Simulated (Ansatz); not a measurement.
**GeH2Cl (SMILES [Cl][GeH2]): where methods fail along a bond**

GeH2Cl: 4 atoms, total charge 0, spin state doublet. As SMILES, `[Cl][GeH2]`. Geometry: relaxed at PBE0-D4/def2-TZVP.

| atom | x (Å) | y (Å) | z (Å) |
| --- | --- | --- | --- |
| Cl | -1.5629 | 0.3052 | 0.9935 |
| Ge | 0.1067 | -0.4511 | -0.1416 |
| H | 0.0727 | 0.2596 | -1.5142 |
| H | 1.3834 | -0.1137 | 0.6623 |

The Ge2–H3 distance is scanned; the parts on either side stay rigid. Basis STO-3G, 14 core orbitals frozen in the correlated methods; program Ansatz 0.2.0. FCI is exact within this basis and core. Energies in eV from each method's value at 1.546 Å; open shells run as named. The shape above is that at 1.546 Å.

| distance (Å) | UBLYP | U-r2SCAN | UB3LYP | U-wB97X | U-wB97M-V | UB2PLYP | UCCSD | FCI |
| --- | --- | --- | --- | --- | --- | --- | --- | --- |
| 1.546 | 0.00 | 0.00 | 0.00 | 0.00 | 0.00 | 0.00 | 0.00 | 0.00 |
| 1.933 | 1.25 | 1.37 | 1.35 | 1.47 | 1.44 | 1.39 | 1.21 | 1.20 |
| 2.319 | 2.68 | 2.96 | 2.91 | 3.26 | 3.13 | 3.02 | 2.71 | 2.67 |
| 3.092 | 3.95 | 4.10 | 3.98 | 4.18 | 4.03 | 3.81 | 3.54 | 3.53 |
| 3.865 | 4.06 | 4.20 | 4.05 | 4.16 | 4.05 | 3.84 | 3.54 | 3.53 |

Departure from the FCI curve at its largest: UBLYP +0.52 eV at 3.87 Å; U-r2SCAN +0.66 eV at 3.87 Å; UB3LYP +0.51 eV at 3.87 Å; U-wB97X +0.65 eV at 3.09 Å; U-wB97M-V +0.51 eV at 3.87 Å; UB2PLYP +0.35 eV at 2.32 Å; UCCSD +0.05 eV at 2.32 Å. For the functionals part of the departure is owed to the small basis.

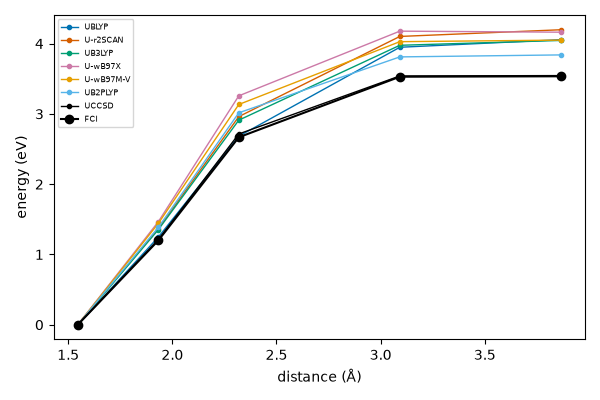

The curves of the table.
